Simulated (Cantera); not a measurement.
Charge: 1 mol C₂H₆, 0.032 mol CO₂, 13 mol N₂, held at 13.3 mbar.

Method: chemical equilibrium by Gibbs-energy minimisation in Cantera with the NASA 1993 tables (ideal gas, pure condensed phases). Candidate condensed phases: C, C₆H₆, C₇H₈, C₈H₁₈, H₂O; 136 gas species. Rates play no part.

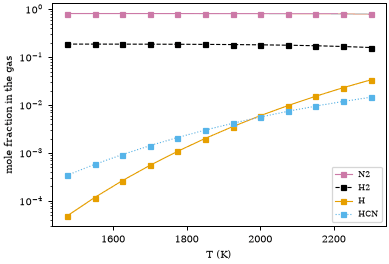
*Equilibrium gas composition (values under 1e-9 drawn at 1e-9)*

Task: Read off the mole fractions at 2225 K.

Result: N₂ about 0.79, H₂ about 0.17, H about 0.023, HCN about 0.012.
